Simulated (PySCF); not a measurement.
# SnHF3: single-point calculation

System: SnHF3.
Method: SCS-MP2/x2c-TZVPall, RHF, sfX2C (PySCF 2.14.0).

The geometry comes from this level: GFN2-xTB.

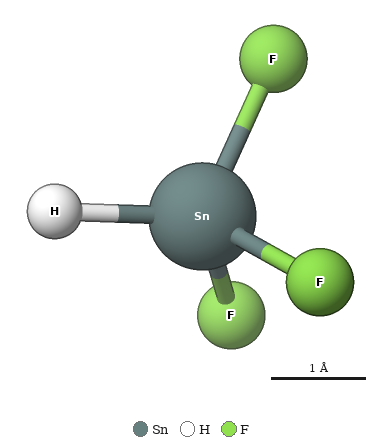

Figure 1. The structure (ball-and-stick view, seen at a tilt). Sticks mark near contacts. Bond lengths as drawn: F–Sn 1.91 Å and H–Sn 1.67 Å.

**Input file (input.py)**
```python
# SnHF3
from pyscf import gto, scf, mp

mol = gto.M(
    atom='''
Sn   0.001160  -0.001910   0.158480
H    0.011060  -0.016900   1.830520
F    1.723270   0.009710  -0.674170
F   -0.872260   1.500970  -0.641300
F   -0.863220  -1.491870  -0.673520
''',
    max_memory=1860,
    basis='x2c-tzvpall',
    verbose=4,
)

mf = scf.RHF(mol)
mf = mf.x2c()
mf.kernel()

pt = mp.MP2(mf).run()
etot = mf.e_tot + 1.2 * pt.e_corr_os + pt.e_corr_ss / 3
print('Final energy', etot)
```

Launched with:
```bash
OMP_NUM_THREADS=1 python input.py
```

**What the program printed**
```
PySCF version 2.14.0

[INPUT] num. atoms = 5
[INPUT] num. electrons = 78
[INPUT] charge = 0
[INPUT] spin (= nelec alpha-beta = 2S) = 0
[INPUT] symmetry False subgroup None
[INPUT] Mole.unit = angstrom
[INPUT] Symbol           X                Y                Z      unit          X                Y                Z       unit  Magmom
[INPUT]  1 Sn     0.001160000000  -0.001910000000   0.158480000000 AA    0.002192082304  -0.003609376898   0.299483796221 Bohr   0.0
[INPUT]  2 H      0.011060000000  -0.016900000000   1.830520000000 AA    0.020900370938  -0.031936371505   3.459181465539 Bohr   0.0
[INPUT]  3 F      1.723270000000   0.009710000000  -0.674170000000 AA    3.256508338679   0.018349240670  -1.273996661398 Bohr   0.0
[INPUT]  4 F     -0.872260000000   1.500970000000  -0.641300000000 AA   -1.648332509413   2.836422221188  -1.211881363684 Bohr   0.0
[INPUT]  5 F     -0.863220000000  -1.491870000000  -0.673520000000 AA   -1.631249385247  -2.819225713455  -1.272768339417 Bohr   0.0

nuclear repulsion = 436.928022055578
number of shells = 18
number of NR pGTOs = 295
number of NR cGTOs = 159
basis = x2c-tzvpall
ecp = {}

******** <class 'pyscf.x2c.sfx2c1e.sfX2C1eRHF'> ********
method = sfX2C1eRHF
initial guess = minao
damping factor = 0
level_shift factor = 0
DIIS = <class 'pyscf.scf.diis.CDIIS'>
diis_start_cycle = 1
diis_space = 8
diis_damp = 0
SCF conv_tol = 1e-09
SCF conv_tol_grad = None
SCF max_cycles = 50
direct_scf = True
direct_scf_tol = 1e-13

******** <class 'pyscf.x2c.sfx2c1e.SpinFreeX2CHelper'> ********
approx = 1e
xuncontract = 1
Set gradient conv threshold to 3.16228e-05
Initial guess from minao.
init E= -6472.90484525069
  HOMO = -0.477234975480854  LUMO = -0.0641748713758545  gap/eV = 11.23994
cycle= 1 E= -6473.12314618308  delta_E= -0.218  |g|= 0.89  |ddm|= 2.12
  HOMO = -0.511443612932605  LUMO = 0.0191792965739549  gap/eV = 14.43898
cycle= 2 E= -6473.21232798972  delta_E= -0.0892  |g|= 0.691  |ddm|= 0.859
  HOMO = -0.571439878141007  LUMO = 0.0391364800294515  gap/eV = 16.61463
cycle= 3 E= -6473.27656061926  delta_E= -0.0642  |g|= 0.0422  |ddm|= 0.313
  HOMO = -0.560959713742655  LUMO = 0.0575087619265807  gap/eV = 16.82938
cycle= 4 E= -6473.27746525971  delta_E= -0.000905  |g|= 0.0122  |ddm|= 0.0756
  HOMO = -0.56122748038674  LUMO = 0.0582716234412051  gap/eV = 16.85743
cycle= 5 E= -6473.27753677193  delta_E= -7.15e-05  |g|= 0.00341  |ddm|= 0.0211
  HOMO = -0.56102688601412  LUMO = 0.0582433928390931  gap/eV = 16.85120
cycle= 6 E= -6473.27754361294  delta_E= -6.84e-06  |g|= 0.00125  |ddm|= 0.00567
  HOMO = -0.560873957137068  LUMO = 0.058360319629105  gap/eV = 16.85022
cycle= 7 E= -6473.27754454684  delta_E= -9.34e-07  |g|= 0.00044  |ddm|= 0.00201
  HOMO = -0.560815159107689  LUMO = 0.0583886717160307  gap/eV = 16.84939
cycle= 8 E= -6473.27754465101  delta_E= -1.04e-07  |g|= 7.44e-05  |ddm|= 0.000814
  HOMO = -0.560797912438181  LUMO = 0.0583972136411017  gap/eV = 16.84916
cycle= 9 E= -6473.27754465249  delta_E= -1.48e-09  |g|= 1.7e-05  |ddm|= 8.48e-05
  HOMO = -0.560798024284362  LUMO = 0.0583963367441819  gap/eV = 16.84914
cycle= 10 E= -6473.27754465258  delta_E= -8.91e-11  |g|= 5.14e-06  |ddm|= 2.2e-05
  HOMO = -0.560798148437853  LUMO = 0.0583959047937993  gap/eV = 16.84913
```

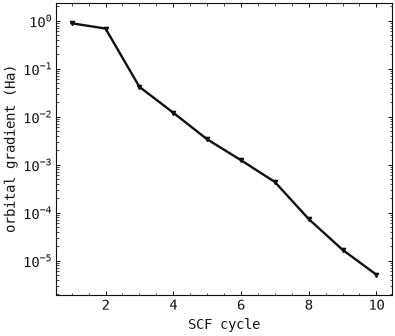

Figure 2. Convergence of the self-consistent field: orbital gradient against the SCF cycle. The residual falls at every step.

```
Extra cycle  E= -6473.27754465258  delta_E=    0  |g|= 3.01e-06  |ddm|= 5.18e-06
converged SCF energy = -6473.27754465258

******** <class 'pyscf.mp.mp2.RMP2'> ********
nocc = 39, nmo = 159
E(RMP2) = -6474.53808943032  E_corr = -1.26054477773884
E(SCS-RMP2) = -6474.48063896167  E_corr = -1.2030943090914
E_corr(same-spin) = -0.357183950994469
E_corr(oppo-spin) = -0.903360826744373
Final energy -6474.480638961673
```

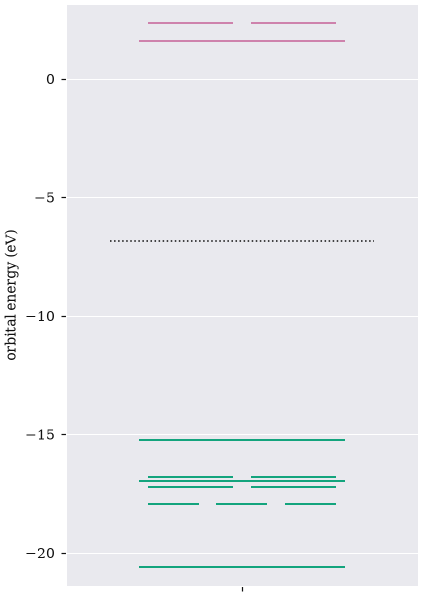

Figure 3. Orbital energies near the frontier (SCF reference); the dotted line parts filled from empty levels, and levels within 0.02 eV of each other stand side by side. Highest filled −15.26 eV, lowest empty 1.59 eV, 16.85 eV apart.

**Results in brief**

| quantity | value |
| --- | --- |
| outcome | converged |
| total energy | −6474.480639 hartree |
| SCF energy | −6473.277545 hartree |
| correlation energy | −1.203094 hartree |
| basis functions | 159 |
| HOMO of the SCF reference | −15.26 eV |
| LUMO of the SCF reference | 1.59 eV |
| hardware | 1 thread of Arm Neoverse V2, 24 GiB of memory available, shared host |
| wall time | 20 s |
| peak memory | 1.3 GiB |
